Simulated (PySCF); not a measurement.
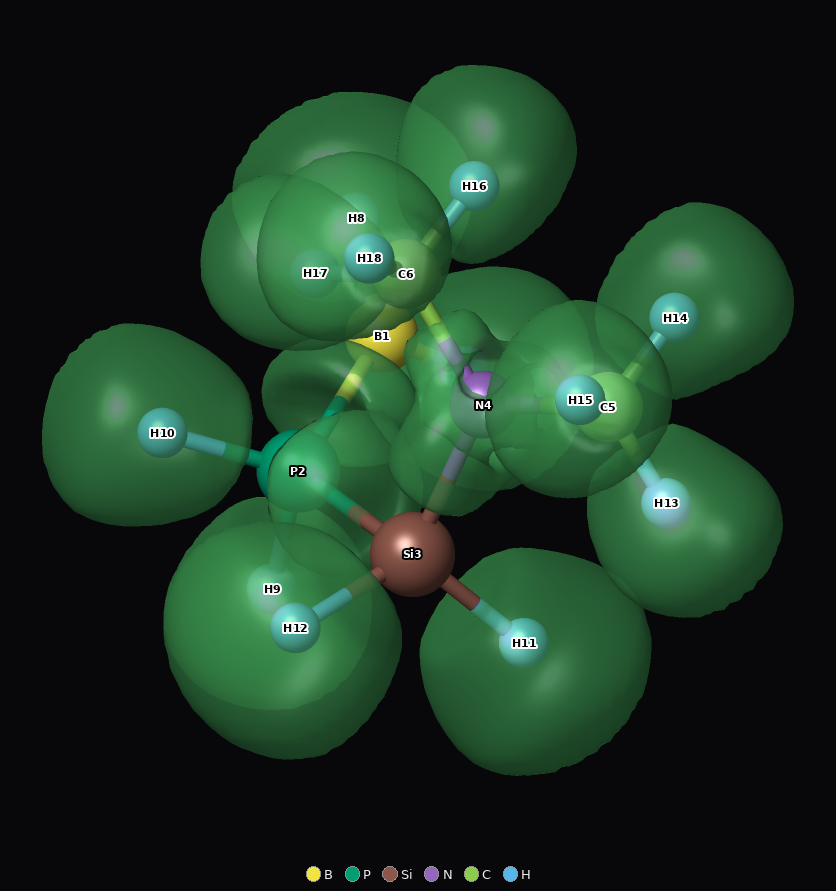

C$_{2}$H$_{12}$BNPSi (SMILES B[PH2+][SiH2]N(C)C) (charge +1). Isosurface of the ELF at 0.75 (green), seen at an oblique angle. Core shells and regions of very low density are left out.

Geometry: GFN2-xTB.

Theory: PySCF 2.14.0, CAM-B3LYP/def2-SVPD, SCF density, gas phase.

```xyz
18

B     2.5024    0.8083    1.0040
P     1.6118    1.3180   -0.5417
Si   -0.0535   -0.0499   -1.4744
N    -0.8772   -0.5896   -0.0892
C    -1.6066   -1.8485   -0.0745
C    -1.2804    0.2850    0.9977
H     3.3873    0.0554    0.9190
H     2.1157    1.1778    2.0388
H     2.5311    1.4946   -1.5503
H     1.1511    2.6109   -0.4273
H     0.6993   -1.1544   -2.0564
H    -0.6552    0.8948   -2.4253
H    -1.2459   -2.5025   -0.8625
H    -1.4596   -2.3402    0.8875
H    -2.6757   -1.6836   -0.2190
H    -1.1203   -0.2227    1.9508
H    -0.6948    1.2056    0.9870
H    -2.3383    0.5474    0.9242
```

Q: Where are the electrons localised?

A: The surface consists of twelve regions around hydrogen nuclei, one region on N in which the atom's valence shell and bonds are merged and one joined region spread over several atoms (B, P, Si), in which their bonds and any lone pairs are merged. Along the contacts the grid gives the following. C–N (1.45 Å): the ELF peaks at about 0.95 between the atoms; localised, covalent bonding. Si–N (1.70 Å): the ELF peaks at about 0.90 between the atoms: a shared but strongly polarised pair.
